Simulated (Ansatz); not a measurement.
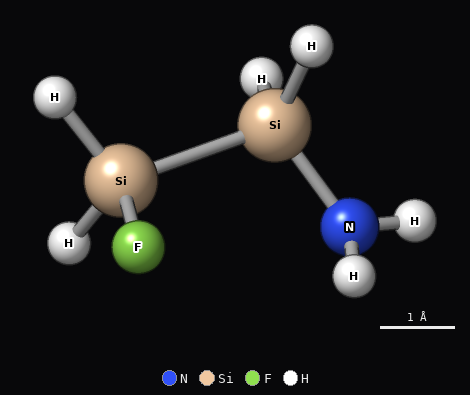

**Figure 1.** The starting structure (ball-and-stick view, seen at a tilt). Bond lengths as drawn: F–Si 1.61 Å, H–N 1.01 Å, H–Si 1.49 to 1.50 Å, N–Si 1.72 Å and Si–Si 2.35 Å.

# Molecular dynamics of Si₂NH₆F (part 1 of 2)

Si₂NH₆F, SMILES N[SiH2][SiH2]F, computed with RKS r2SCAN-d3bj/def2-SVP (Ansatz 0.2.0).

The geometry comes from this level: PBE0-D4/def2-TZVP.

**The input**
```yaml
crystal:
  periodic: [false, false, false]
  atoms:
    - {symbol: N, position_ang: [-1.188812, 0.128236, -1.309938]}
    - {symbol: Si, position_ang: [-0.574815, -0.698136, 0.070851]}
    - {symbol: Si, position_ang: [1.383205, 0.401840, 0.747712]}
    - {symbol: F, position_ang: [1.056912, 1.970612, 0.928074]}
    - {symbol: H, position_ang: [-1.273924, 1.131927, -1.284558]}
    - {symbol: H, position_ang: [-1.934958, -0.279371, -1.850802]}
    - {symbol: H, position_ang: [-1.503468, -0.799884, 1.239777]}
    - {symbol: H, position_ang: [-0.239871, -2.093627, -0.326958]}
    - {symbol: H, position_ang: [1.889960, -0.106468, 2.050932]}
    - {symbol: H, position_ang: [2.468971, 0.293770, -0.262288]}
basis:
  gaussian: {orbitals: def2-SVP}
hamiltonian: {xc: {name: r2SCAN}, dispersion: d3bj}
md: {timestep: 0.5 fs, n_steps: 30, ensemble: nve, temperature: 300, initial_velocities: maxwell_boltzmann, seed: 767}
```

Hardware: 2 threads of Arm Neoverse V1, 23 GiB of memory available, shared host.

Launch command:
```bash
ansatz run in.yaml --threads 2 --pin off --events-out ev --progress --plain --max-ram 4352MiB
```

**Output**
```
Warning: the engine holds no damping parameters fitted to this dispersion correction and functional, so the run takes those fitted to r2scan beside the three-body term, which d3bj leaves out (hamiltonian.dispersion, under Limitations)
Functional definition: r2SCAN
  name "r2SCAN"
  cite "Furness, Kaplan, Ning, Perdew & Sun, J. Phys. Chem. Lett. 11, 8208 (2020) doi:10.1021/acs.jpclett.0c02405"
  cite "Furness, Kaplan, Ning, Perdew & Sun, J. Phys. Chem. Lett. 11, 9248 (2020) doi:10.1021/acs.jpclett.0c03077"
  parent r2scan
  parameter k0 = 0.174
  parameter k1 = 0.065
  parameter a1 = 4.9479
  exchange = r2scan_x(k0 = k0, k1 = k1, a1 = a1)
  correlation = r2scan_c
1060 factors; their error is unknown
mean field evaluation 1: about -20043.0599 eV, gradient 6.0e1 eV
mean field evaluation 2: about -20022.7217 eV, gradient 1.1e2 eV
mean field evaluation 4: about -20049.8913 eV, gradient 3.1e0 eV
mean field evaluation 8: about -20049.8361 eV, gradient 1.7e-1 eV
mean field evaluation 16: about -20049.8361 eV, gradient 2.1e-5 eV
mean field -20049.83611674 eV, -736.8178870231 hartree, gradient 2.1e-5 eV, S^2 0.000000; 0 other end points of the search recorded, 0 dependent functions left out
the calculation of the forces begins
reference -20049.83612722 eV, -736.8178874084 hartree; 25, 25 occupied and 69, 69 virtual orbitals, 1060 factors
md step     0: t =     0.00 fs  T =   300.0 K  F+E_penalty+E_count = -20049.89276223 eV  E_kin = 0.310224 eV  conserved = -20049.58253823 eV  (26 SCF iters)
these checks for a lower state are left out or cut short: starts, cluster_reference, orbital_swaps, neighbouring_geometries, increment
1060 factors; their error is unknown
mean field -20049.83235796 eV, -736.8177488904 hartree, gradient 1.5e-5 eV, S^2 0.000000; 0 other end points of the search recorded, 0 dependent functions left out
the calculation of the forces begins
reference -20049.83236844 eV, -736.8177492755 hartree; 25, 25 occupied and 69, 69 virtual orbitals, 1060 factors
md step     1: t =     0.50 fs  T =   296.5 K  F+E_penalty+E_count = -20049.88902929 eV  E_kin = 0.306554 eV  conserved = -20049.58247560 eV  (29 SCF iters)
[... from here on the SCF iterations and repeated set-up lines of each step are left out, up to the last step ...]
md step     2: t =     1.00 fs  T =   288.7 K  F+E_penalty+E_count = -20049.88093532 eV  E_kin = 0.298537 eV  conserved = -20049.58239829 eV  (29 SCF iters)
md step     3: t =     1.50 fs  T =   277.9 K  F+E_penalty+E_count = -20049.86968608 eV  E_kin = 0.287350 eV  conserved = -20049.58233587 eV  (29 SCF iters)
md step     4: t =     2.00 fs  T =   265.0 K  F+E_penalty+E_count = -20049.85629530 eV  E_kin = 0.273994 eV  conserved = -20049.58230086 eV  (29 SCF iters)
md step     5: t =     2.50 fs  T =   250.6 K  F+E_penalty+E_count = -20049.84137784 eV  E_kin = 0.259093 eV  conserved = -20049.58228523 eV  (29 SCF iters)
md step     6: t =     3.00 fs  T =   235.0 K  F+E_penalty+E_count = -20049.82526365 eV  E_kin = 0.242996 eV  conserved = -20049.58226794 eV  (29 SCF iters)
md step     7: t =     3.50 fs  T =   218.6 K  F+E_penalty+E_count = -20049.80830197 eV  E_kin = 0.226070 eV  conserved = -20049.58223209 eV  (29 SCF iters)
md step     8: t =     4.00 fs  T =   202.0 K  F+E_penalty+E_count = -20049.79110494 eV  E_kin = 0.208928 eV  conserved = -20049.58217741 eV  (29 SCF iters)
md step     9: t =     4.50 fs  T =   186.1 K  F+E_penalty+E_count = -20049.77455828 eV  E_kin = 0.192441 eV  conserved = -20049.58211708 eV  (29 SCF iters)
md step    10: t =     5.00 fs  T =   171.7 K  F+E_penalty+E_count = -20049.75961495 eV  E_kin = 0.177544 eV  conserved = -20049.58207142 eV  (29 SCF iters)
md step    11: t =     5.50 fs  T =   159.5 K  F+E_penalty+E_count = -20049.74699213 eV  E_kin = 0.164937 eV  conserved = -20049.58205498 eV  (29 SCF iters)
md step    12: t =     6.00 fs  T =   149.8 K  F+E_penalty+E_count = -20049.73693248 eV  E_kin = 0.154858 eV  conserved = -20049.58207457 eV  (29 SCF iters)
md step    13: t =     6.50 fs  T =   142.1 K  F+E_penalty+E_count = -20049.72910746 eV  E_kin = 0.146983 eV  conserved = -20049.58212464 eV  (29 SCF iters)
md step    14: t =     7.00 fs  T =   135.9 K  F+E_penalty+E_count = -20049.72269901 eV  E_kin = 0.140507 eV  conserved = -20049.58219197 eV  (29 SCF iters)
md step    15: t =     7.50 fs  T =   129.9 K  F+E_penalty+E_count = -20049.71662366 eV  E_kin = 0.134368 eV  conserved = -20049.58225598 eV  (29 SCF iters)
md step    16: t =     8.00 fs  T =   123.4 K  F+E_penalty+E_count = -20049.70986298 eV  E_kin = 0.127568 eV  conserved = -20049.58229516 eV  (30 SCF iters)
md step    17: t =     8.50 fs  T =   115.6 K  F+E_penalty+E_count = -20049.70182199 eV  E_kin = 0.119534 eV  conserved = -20049.58228761 eV  (27 SCF iters)
md step    18: t =     9.00 fs  T =   106.8 K  F+E_penalty+E_count = -20049.69263840 eV  E_kin = 0.110410 eV  conserved = -20049.58222863 eV  (30 SCF iters)
md step    19: t =     9.50 fs  T =    97.8 K  F+E_penalty+E_count = -20049.68327272 eV  E_kin = 0.101142 eV  conserved = -20049.58213038 eV  (30 SCF iters)
md step    20: t =    10.00 fs  T =    90.2 K  F+E_penalty+E_count = -20049.67528940 eV  E_kin = 0.093263 eV  conserved = -20049.58202685 eV  (30 SCF iters)
md step    21: t =    10.50 fs  T =    85.5 K  F+E_penalty+E_count = -20049.67032227 eV  E_kin = 0.088364 eV  conserved = -20049.58195854 eV  (30 SCF iters)
md step    22: t =    11.00 fs  T =    84.6 K  F+E_penalty+E_count = -20049.66945304 eV  E_kin = 0.087503 eV  conserved = -20049.58195037 eV  (30 SCF iters)
md step    23: t =    11.50 fs  T =    87.8 K  F+E_penalty+E_count = -20049.67283267 eV  E_kin = 0.090835 eV  conserved = -20049.58199749 eV  (30 SCF iters)
md step    24: t =    12.00 fs  T =    94.5 K  F+E_penalty+E_count = -20049.67975156 eV  E_kin = 0.097680 eV  conserved = -20049.58207139 eV  (30 SCF iters)
md step    25: t =    12.50 fs  T =   103.4 K  F+E_penalty+E_count = -20049.68906955 eV  E_kin = 0.106930 eV  conserved = -20049.58213946 eV  (30 SCF iters)
md step    26: t =    13.00 fs  T =   113.7 K  F+E_penalty+E_count = -20049.69971145 eV  E_kin = 0.117527 eV  conserved = -20049.58218407 eV  (30 SCF iters)
md step    27: t =    13.50 fs  T =   124.5 K  F+E_penalty+E_count = -20049.71095659 eV  E_kin = 0.128751 eV  conserved = -20049.58220563 eV  (30 SCF iters)
md step    28: t =    14.00 fs  T =   135.6 K  F+E_penalty+E_count = -20049.72245123 eV  E_kin = 0.140236 eV  conserved = -20049.58221484 eV  (29 SCF iters)
md step    29: t =    14.50 fs  T =   146.8 K  F+E_penalty+E_count = -20049.73404145 eV  E_kin = 0.151817 eV  conserved = -20049.58222468 eV  (29 SCF iters)
these checks for a lower state are left out or cut short: starts, cluster_reference, orbital_swaps, neighbouring_geometries, increment
1060 factors; their error is unknown
mean field -20049.68892208 eV, -736.8124777193 hartree, gradient 1.4e-5 eV, S^2 0.000000; 0 other end points of the search recorded, 0 dependent functions left out
the calculation of the forces begins
reference -20049.68893252 eV, -736.8124781030 hartree; 25, 25 occupied and 69, 69 virtual orbitals, 1060 factors
1060 factors; their error is unknown
mean field evaluation 256: about -20049.6889 eV, gradient 1.6e-2 eV
mean field -20049.68892208 eV, -736.8124777193 hartree, gradient 1.4e-5 eV, S^2 0.000000; 1 other end points of the search recorded, 0 dependent functions left out
the calculation of the forces begins
reference -20049.68893252 eV, -736.8124781030 hartree; 25, 25 occupied and 69, 69 virtual orbitals, 1060 factors
md step    30: t =    15.00 fs  T =   157.9 K  F+E_penalty+E_count = -20049.74556637 eV  E_kin = 0.163322 eV  conserved = -20049.58224388 eV  (27 SCF iters)
```

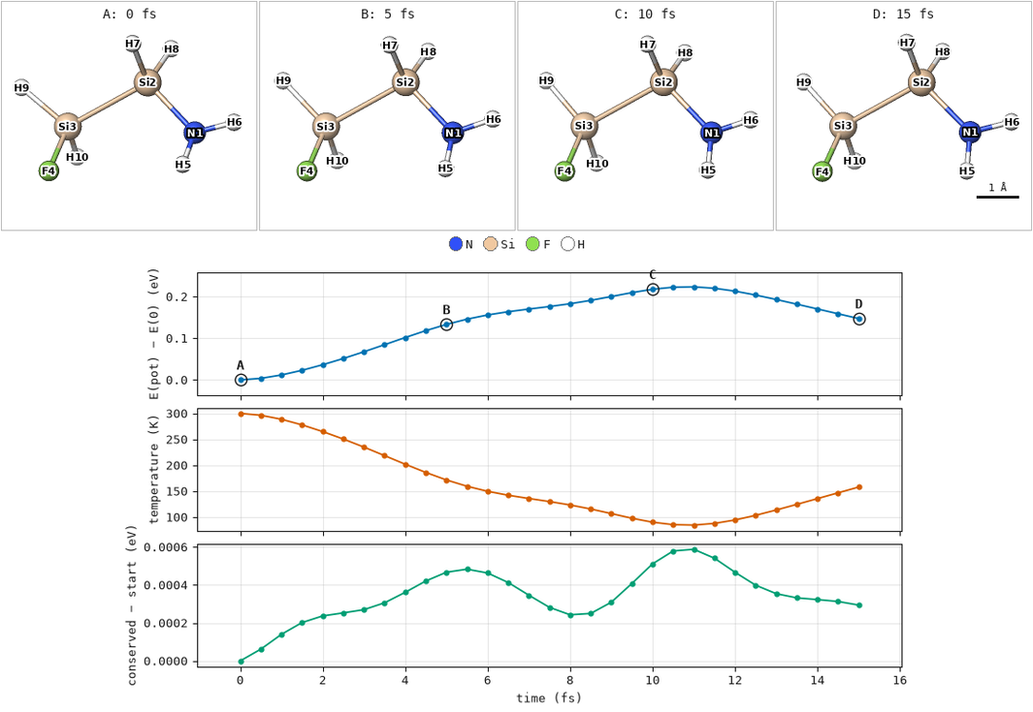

**Figure 2.** Frames of the molecular dynamics (ball-and-stick, seen at a tilt) above the curves, on which the letters mark them. The trajectory kept here has 31 frames over 15 fs. The temperature starts at 300 K, ranges from 85 to 300 K and averages 112 K over the second half. The potential energy ends 0.147 eV above its first value. The conserved quantity stays within 0.00059 eV. After an unweighted best fit of the last frame on the first, the root-mean-square displacement is 0.15 Å, and H9 has moved furthest (0.26 Å).

```
Total energy: -20049.74557681 eV, -736.8145597421 hartree
Atom 0 at    -1.205075     0.118259    -1.315810 Å, force    -0.712816    -0.758775    -0.838798 eV/Å
Atom 1 at    -0.579069    -0.682785     0.091408 Å, force     0.128497     0.565853    -0.509130 eV/Å
Atom 2 at     1.384211     0.382313     0.735939 Å, force    -0.511758     0.815344    -0.383884 eV/Å
Atom 3 at     1.059502     1.999663     0.952985 Å, force     0.193503    -0.728661     0.339976 eV/Å
Atom 4 at    -1.203444     1.091012    -1.607879 Å, force     0.187711    -0.041288     0.478861 eV/Å
Atom 5 at    -1.791538    -0.424495    -1.975026 Å, force     0.460004     0.412108     0.579892 eV/Å
Atom 6 at    -1.494485    -0.825406     1.265134 Å, force    -0.106847    -0.054109     0.054255 eV/Å
Atom 7 at    -0.125527    -2.038443    -0.324914 Å, force    -0.110249    -0.253798     0.026633 eV/Å
Atom 8 at     1.891960    -0.349752     1.919549 Å, force     0.251925     0.256154     0.363409 eV/Å
Atom 9 at     2.397414     0.400885    -0.343419 Å, force     0.220031    -0.212827    -0.111213 eV/Å
Dipole moment:    -0.166301    -0.185524    -0.259632 e Å
```

**Trajectory as extended XYZ (Å, eV, eV/Å), 31 frames, from step=0 to step=30**
```
10
Properties=species:S:1:pos:R:3:forces:R:3 step=0 time_fs=0.0 energy=-20049.89276 temperature=300.0
N    -1.1888    0.1282   -1.3099    0.2416  -0.0268  -0.1124
Si   -0.5748   -0.6981    0.0709    0.1213  -0.0539   0.1616
Si    1.3832    0.4018    0.7477    0.0988  -0.7533  -0.0798
F     1.0569    1.9706    0.9281   -0.2304   0.8964   0.0843
H    -1.2739    1.1319   -1.2846   -0.0459   0.3696  -0.0004
H    -1.9350   -0.2794   -1.8508   -0.2840  -0.1304  -0.2051
H    -1.5035   -0.7999    1.2398   -0.0717  -0.0341   0.1670
H    -0.2399   -2.0936   -0.3270    0.0373  -0.1377  -0.0135
H     1.8900   -0.1065    2.0509    0.0459  -0.0803   0.1007
H     2.4690    0.2938   -0.2623    0.0872  -0.0497  -0.1023
10
Properties=species:S:1:pos:R:3:forces:R:3 step=1 time_fs=0.5 energy=-20049.88903 temperature=296.5
N    -1.1894    0.1287   -1.3098    0.3946   0.0588   0.0235
Si   -0.5754   -0.6982    0.0717    0.1830   0.0209   0.1148
Si    1.3835    0.4019    0.7473    0.0245  -0.8148   0.0918
F     1.0572    1.9707    0.9282   -0.2229   0.8872   0.1258
H    -1.2712    1.1343   -1.3010   -0.0495   0.2785   0.0076
H    -1.9248   -0.2913   -1.8475   -0.4483  -0.1780  -0.3440
H    -1.5031   -0.7935    1.2401   -0.0847  -0.0641   0.1770
H    -0.2286   -2.0905   -0.3317    0.0041  -0.1261   0.0067
H     1.8862   -0.1275    2.0545    0.0150   0.0146  -0.0421
H     2.4593    0.3050   -0.2652    0.1842  -0.0769  -0.1609
10
Properties=species:S:1:pos:R:3:forces:R:3 step=2 time_fs=1.0 energy=-20049.88094 temperature=288.7
N    -1.1898    0.1292   -1.3097    0.4866   0.1586   0.1156
Si   -0.5760   -0.6983    0.0725    0.2404   0.0882   0.0725
Si    1.3838    0.4020    0.7470   -0.0458  -0.8725   0.2532
F     1.0574    1.9710    0.9284   -0.2145   0.8723   0.1658
H    -1.2686    1.1374   -1.3175   -0.0510   0.1447   0.0176
H    -1.9158   -0.3036   -1.8451   -0.5531  -0.1969  -0.4410
H    -1.5028   -0.7872    1.2409   -0.0927  -0.0931   0.1807
H    -0.2172   -2.0877   -0.3364   -0.0304  -0.1086   0.0285
H     1.8826   -0.1485    2.0580   -0.0126   0.1098  -0.1791
H     2.4501    0.3161   -0.2686    0.2733  -0.1025  -0.2138
10
Properties=species:S:1:pos:R:3:forces:R:3 step=3 time_fs=1.5 energy=-20049.86969 temperature=277.9
N    -1.1902    0.1297   -1.3096    0.5048   0.2437   0.1502
Si   -0.5765   -0.6983    0.0733    0.2923   0.1484   0.0355
Si    1.3841    0.4019    0.7466   -0.1096  -0.9237   0.3950
F     1.0576    1.9713    0.9286   -0.2053   0.8517   0.2041
H    -1.2662    1.1408   -1.3339   -0.0515  -0.0139   0.0314
H    -1.9081   -0.3163   -1.8436   -0.5843  -0.1754  -0.4840
H    -1.5028   -0.7812    1.2421   -0.0954  -0.1208   0.1777
H    -0.2060   -2.0851   -0.3411   -0.0660  -0.0865   0.0515
H     1.8788   -0.1692    2.0611   -0.0351   0.2026  -0.3047
H     2.4415    0.3269   -0.2724    0.3500  -0.1261  -0.2567
10
Properties=species:S:1:pos:R:3:forces:R:3 step=4 time_fs=2.0 energy=-20049.85630 temperature=265.0
N    -1.1905    0.1302   -1.3094    0.4483   0.2894   0.1238
Si   -0.5771   -0.6983    0.0741    0.3379   0.2022   0.0038
Si    1.3843    0.4018    0.7463   -0.1640  -0.9660   0.5094
F     1.0578    1.9718    0.9289   -0.1952   0.8253   0.2405
H    -1.2638    1.1441   -1.3502   -0.0520  -0.1773   0.0495
H    -1.9018   -0.3295   -1.8434   -0.5397  -0.1082  -0.4697
H    -1.5031   -0.7755    1.2437   -0.0925  -0.1470   0.1680
H    -0.1949   -2.0827   -0.3456   -0.1019  -0.0611   0.0752
H     1.8750   -0.1895    2.0635   -0.0514   0.2904  -0.4146
H     2.4338    0.3375   -0.2769    0.4106  -0.1476  -0.2861
10
Properties=species:S:1:pos:R:3:forces:R:3 step=5 time_fs=2.5 energy=-20049.84138 temperature=250.6
N    -1.1908    0.1308   -1.3092    0.3282   0.2803   0.0437
Si   -0.5776   -0.6984    0.0750    0.3766   0.2510  -0.0229
Si    1.3846    0.4016    0.7460   -0.2070  -0.9972   0.5908
F     1.0579    1.9723    0.9291   -0.1841   0.7931   0.2748
H    -1.2616    1.1471   -1.3664   -0.0527  -0.3270   0.0716
H    -1.8967   -0.3430   -1.8443   -0.4299   0.0016  -0.4043
H    -1.5035   -0.7701    1.2457   -0.0845  -0.1715   0.1518
H    -0.1840   -2.0805   -0.3500   -0.1378  -0.0343   0.0991
H     1.8711   -0.2090    2.0648   -0.0606   0.3711  -0.5057
H     2.4270    0.3476   -0.2820    0.4518  -0.1671  -0.2989
10
Properties=species:S:1:pos:R:3:forces:R:3 step=6 time_fs=3.0 energy=-20049.82526 temperature=235.0
N    -1.1910    0.1314   -1.3090    0.1648   0.2116  -0.0742
Si   -0.5780   -0.6984    0.0758    0.4080   0.2960  -0.0452
Si    1.3849    0.4013    0.7458   -0.2368  -1.0154   0.6354
F     1.0581    1.9730    0.9294   -0.1720   0.7553   0.3067
H    -1.2595    1.1492   -1.3825   -0.0539  -0.4471   0.0961
H    -1.8927   -0.3565   -1.8461   -0.2749   0.1430  -0.3016
H    -1.5042   -0.7651    1.2481   -0.0718  -0.1941   0.1297
H    -0.1735   -2.0784   -0.3541   -0.1728  -0.0075   0.1224
H     1.8671   -0.2277    2.0650   -0.0627   0.4431  -0.5762
H     2.4213    0.3574   -0.2879    0.4720  -0.1849  -0.2931
10
Properties=species:S:1:pos:R:3:forces:R:3 step=7 time_fs=3.5 energy=-20049.80830 temperature=218.6
N    -1.1911    0.1321   -1.3089   -0.0173   0.0878  -0.2096
Si   -0.5785   -0.6983    0.0766    0.4321   0.3385  -0.0641
Si    1.3851    0.4009    0.7457   -0.2531  -1.0191   0.6415
F     1.0582    1.9738    0.9298   -0.1589   0.7120   0.3363
H    -1.2575    1.1503   -1.3983   -0.0553  -0.5265   0.1212
H    -1.8894   -0.3696   -1.8487   -0.0993   0.3003  -0.1794
H    -1.5050   -0.7606    1.2508   -0.0551  -0.2147   0.1024
H    -0.1634   -2.0763   -0.3579   -0.2063   0.0177   0.1447
H     1.8628   -0.2453    2.0637   -0.0574   0.5049  -0.6248
H     2.4168    0.3667   -0.2945    0.4707  -0.2010  -0.2681
10
Properties=species:S:1:pos:R:3:forces:R:3 step=8 time_fs=4.0 energy=-20049.79111 temperature=202.0
N    -1.1913    0.1328   -1.3087   -0.1948  -0.0802  -0.3417
Si   -0.5789   -0.6983    0.0774    0.4491   0.3799  -0.0804
Si    1.3853    0.4004    0.7456   -0.2569  -1.0070   0.6095
F     1.0583    1.9746    0.9302   -0.1447   0.6632   0.3634
H    -1.2557    1.1502   -1.4138   -0.0564  -0.5583   0.1446
H    -1.8863   -0.3820   -1.8517    0.0729   0.4559  -0.0558
H    -1.5060   -0.7566    1.2538   -0.0353  -0.2330   0.0710
H    -0.1538   -2.0741   -0.3614   -0.2378   0.0399   0.1653
H     1.8585   -0.2617    2.0610   -0.0452   0.5557  -0.6511
H     2.4134    0.3756   -0.3017    0.4491  -0.2161  -0.2248
10
Properties=species:S:1:pos:R:3:forces:R:3 step=9 time_fs=4.5 energy=-20049.77456 temperature=186.1
N    -1.1914    0.1335   -1.3086   -0.3484  -0.2788  -0.4530
Si   -0.5792   -0.6982    0.0782    0.4594   0.4213  -0.0950
Si    1.3855    0.3999    0.7455   -0.2500  -0.9784   0.5414
F     1.0584    1.9756    0.9306   -0.1295   0.6094   0.3879
H    -1.2540    1.1487   -1.4290   -0.0568  -0.5403   0.1644
H    -1.8830   -0.3933   -1.8548    0.2219   0.5936   0.0536
H    -1.5071   -0.7532    1.2569   -0.0134  -0.2490   0.0368
H    -0.1447   -2.0719   -0.3645   -0.2665   0.0579   0.1837
H     1.8540   -0.2768    2.0567   -0.0261   0.5944  -0.6548
H     2.4110    0.3839   -0.3094    0.4094  -0.2302  -0.1650
```
